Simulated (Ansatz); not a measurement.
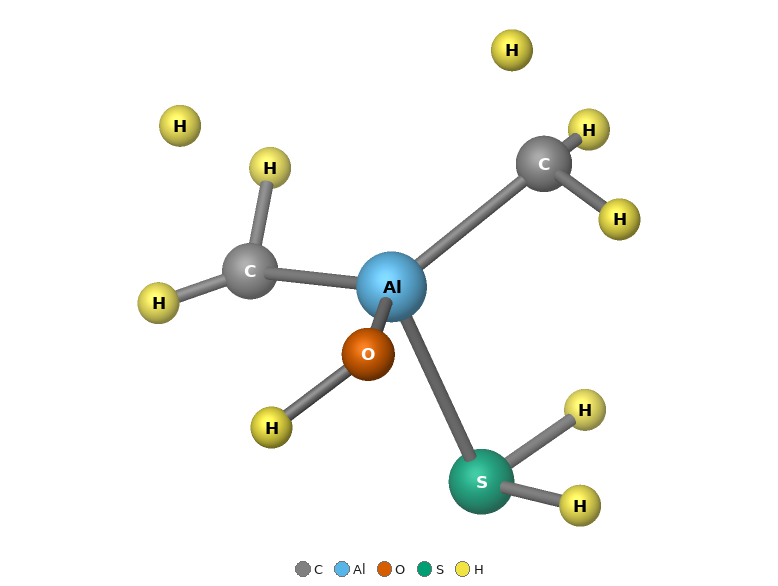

The picture shows the input geometry.

Input file:

```yaml
crystal:
  periodic: [false, false, false]
  atoms:
    - {symbol: C, position_ang: [-1.867538, 0.461951, -0.300147]}
    - {symbol: Al, position_ang: [-0.085620, -0.483796, 0.408438]}
    - {symbol: C, position_ang: [1.253710, 0.989335, 0.701577]}
    - {symbol: O, position_ang: [0.032359, -1.891497, 0.832904]}
    - {symbol: S, position_ang: [0.408622, -0.654318, -2.130874]}
    - {symbol: H, position_ang: [-2.397081, 0.931725, 1.261927]}
    - {symbol: H, position_ang: [-1.861410, 1.694660, -0.057205]}
    - {symbol: H, position_ang: [-2.708439, -0.046607, -0.258616]}
    - {symbol: H, position_ang: [2.230340, 0.099844, 0.797118]}
    - {symbol: H, position_ang: [1.184948, 1.070844, 2.201173]}
    - {symbol: H, position_ang: [1.554399, 1.660085, 0.531622]}
    - {symbol: H, position_ang: [-0.923484, -2.515292, 0.413064]}
    - {symbol: H, position_ang: [1.609438, -1.289860, -1.841633]}
    - {symbol: H, position_ang: [1.193002, 0.598781, -2.339100]}
basis:
  gaussian: {orbitals: "6-31++G**"}
hamiltonian: {xc: {name: HSE06}}
output: {forces: true}
```

It was started with:

```sh
ansatz run in.yaml --threads 4 --pin off --events-out ev --progress --plain --max-ram 10444MiB
```

What the program printed:

```
Functional definition: HSE06
  name "HSE06"
  cite "Heyd, Scuseria & Ernzerhof, J. Chem. Phys. 118, 8207 (2003) doi:10.1063/1.1564060"
  cite "Krukau, Vydrov, Izmaylov & Scuseria, J. Chem. Phys. 125, 224106 (2006) doi:10.1063/1.2404663"
  cite "Heyd & Scuseria, J. Chem. Phys. 120, 7274 (2004) doi:10.1063/1.1668634"
  cite "Ernzerhof & Perdew, J. Chem. Phys. 109, 3313 (1998) doi:10.1063/1.476928"
  cite "Perdew, Burke & Ernzerhof, Phys. Rev. Lett. 77, 3865 (1996) doi:10.1103/PhysRevLett.77.3865"
  parent pbe
  parameter a = 0.25
  parameter omega = 0.11/bohr
  # The whole range is PBE's own exchange, as in plane waves. The composition of these papers is wPBEh.
  exchange = pbe_x - a*pbe_x_sr(omega) + a*exact_x_sr(omega)
  correlation = pbe_c
1394 factors; integrals over basis functions are off by at most 1.1e-3 eV
173 factors; integrals over basis functions are off by at most 1.2e-6 eV
mean field evaluation 1: about -21649.9404 eV, gradient 1.0e2 eV
mean field evaluation 2: about -21565.3495 eV, gradient 1.7e2 eV
mean field evaluation 4: about -21675.3021 eV, gradient 1.7e1 eV
mean field evaluation 8: about -21676.2491 eV, gradient 1.1e0 eV
mean field evaluation 16: about -21676.2523 eV, gradient 1.7e-4 eV
mean field -21676.25228044 eV, -796.5875786146 hartree, gradient 8.3e-6 eV, S^2 0.000000; 0 other end points of the search recorded, 0 dependent functions left out
the calculation of the forces begins
reference -21676.25239376 eV, -796.5875827790 hartree; 29, 29 occupied and 128, 128 virtual orbitals, 1394 factors
Total energy: -21676.25239376 eV, -796.5875827790 hartree
Atom 0 at    -1.867538     0.461951    -0.300147 Å, force     4.912793     5.411248     5.902876 eV/Å
Atom 1 at    -0.085620    -0.483796     0.408438 Å, force    -2.217630    15.223083    -4.729354 eV/Å
Atom 2 at     1.253710     0.989335     0.701577 Å, force   -11.243269   -34.925837    13.530309 eV/Å
Atom 3 at     0.032359    -1.891497     0.832904 Å, force    -3.826965   -15.089539     1.416167 eV/Å
Atom 4 at     0.408622    -0.654318    -2.130874 Å, force     2.955977     1.582869    -0.408935 eV/Å
Atom 5 at    -2.397081     0.931725     1.261927 Å, force     1.358188    -1.352083    -2.193860 eV/Å
Atom 6 at    -1.861410     1.694660    -0.057205 Å, force    -0.364683    -3.103110    -1.874848 eV/Å
Atom 7 at    -2.708439    -0.046607    -0.258616 Å, force    -5.120559    -2.051389    -0.957604 eV/Å
Atom 8 at     2.230340     0.099844     0.797118 Å, force    -2.173440     2.722661    -0.460477 eV/Å
Atom 9 at     1.184948     1.070844     2.201173 Å, force     0.000999    -0.103027    -4.176891 eV/Å
Atom 10 at     1.554399     1.660085     0.531622 Å, force    13.417736    30.753068    -8.382564 eV/Å
Atom 11 at    -0.923484    -2.515292     0.413064 Å, force     4.846429     2.901438     2.325047 eV/Å
Atom 12 at     1.609438    -1.289860    -1.841633 Å, force    -0.837242     0.180803    -0.424734 eV/Å
Atom 13 at     1.193002     0.598781    -2.339100 Å, force    -1.708335    -2.150184     0.434868 eV/Å
Dipole moment:     0.221442    -0.345093    -0.543658 e Å
```

The calculation finished and met its thresholds.
